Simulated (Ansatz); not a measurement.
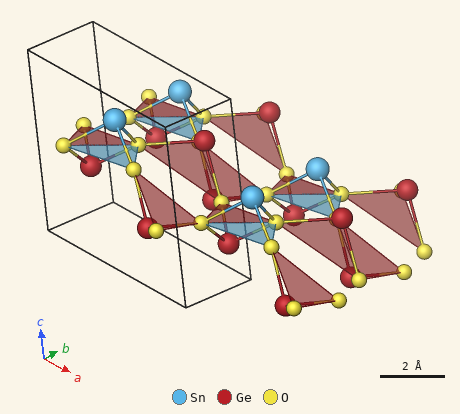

This is the input geometry for a relaxation of a crystal of SnGe$_{3}$O$_{4}$ (a generated structure, set up in P1) (coarse preliminary run). A polyhedral model of the cell of the calculation, repeated 2 × 2 × 1 with one cell outlined, seen slightly off an axis.

Computed with DFT PBE, scalar-relativistic, plane waves, PAW in Ansatz 0.2.0.

Input file:
```yaml
crystal:
  lattice:
    - [5.185042712, -0.053434789, 0.0224324865]
    - [-0.1817460748, 5.7423326599, 0.033806107]
    - [-2.4713712981, -1.917489375, 5.469102824]
  atoms:
    - { symbol: Sn, position: [0.3936723077, 0.4141709241, 0.7157365687] }
    - { symbol: Ge, position: [0.7281635281, 0.0901615777, 0.3107992017] }
    - { symbol: Ge, position: [0.0694557077, 0.6007657997, 0.2915321836] }
    - { symbol: Ge, position: [0.8147779615, 0.8970497493, 0.7054124345] }
    - { symbol: O, position: [0.9238189303, 0.8378878819, 0.4192571961] }
    - { symbol: O, position: [0.4260881185, 0.6567526389, 0.5532461874] }
    - { symbol: O, position: [0.0092397564, 0.3478986839, 0.4197400638] }
    - { symbol: O, position: [0.6347826899, 0.1553127446, 0.5842761642] }
basis:
  ecutwfc: 420
kpoints:
  mp_grid: { grid: [4, 4, 4] }
hamiltonian:
  xc: pbe
scf:
  occupations: { method: gaussian, width: 0.1 }
  lower_state_search: "off"
output:
  forces: true
  stress: true
  eigenvalues: true
relax:
  adjacent_minimum: "off"
  f_tol: 0.025
  max_steps: 60
  cell: { stress_tol: 0.25 }
```

Run as
```bash
ansatz run input.yaml --threads 4 --pin off --max-ram 8192MiB --backend cpu --events-out ev --progress --plain --runs-dir out
```

### What does the optimiser find from here?

After 7 accepted moves (8 points after the start) the energy has fallen by 144 meV per atom. The largest force component goes from 3.4 to 0.014 eV/Å. Pressure: 7.17 GPa at the start and −0.10 GPa at the end. The SCF was repeated once at an unchanged geometry on a basis and grid sized afresh for the cell, which shifted the energy by 0.7 meV per atom at most. The largest move relative to the cell is that of Ge2, 0.20 Å roughly along [−3 0 −2]. Largest moves by element: Ge 0.20 Å, O 0.18 Å, Sn 0.17 Å. The volume changes by −2.1 %, with a 5.185 → 5.082 Å (−2.0 %), b 5.745 → 5.680 Å (−1.1 %), c 6.300 → 6.353 Å (+0.8 %), α 106.7° → 107.0°, γ 92.4° → 91.2°. Near-neighbour distances that change, for instance: Ge3–O5 1.732 → 1.938 Å, Ge4–O6 2.099 → 1.919 Å, Sn1–O6 1.987 → 2.160 Å, Ge2–O7 1.804 → 1.914 Å. Among the angles between lasting bonds that change: O7–Sn1–O8 104.3° → 95.0°, O6–Sn1–O8 98.5° → 90.1°, Sn1–O8–Ge4 130.6° → 122.4°. The space group stays P1 (No. 1).

Final geometry:

```xyz
8
Lattice="5.0823 0.0005 0.0091 -0.1191 5.6787 0.0238 -2.4568 -1.9326 5.5312" Properties=species:S:1:pos:R:3 pbc="T T T"
Sn    0.1935    0.9017    4.1321
Ge    2.8148   -0.0585    1.5676
Ge   -0.3022    2.8079    1.5776
Ge    2.2527    3.7636    3.9394
O     3.4758    3.9878    2.4010
O     0.8979    2.6772    3.1231
O    -1.0134    1.1559    2.3424
O     1.7064   -0.2493    3.1733
```

After the run, drawn alike:

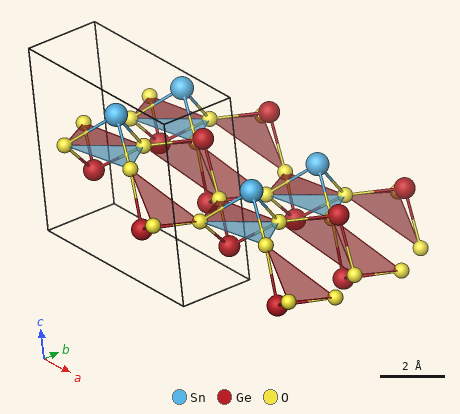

Limits of the set-up: layers or molecules are held without a dispersion correction, so their spacing is unreliable.
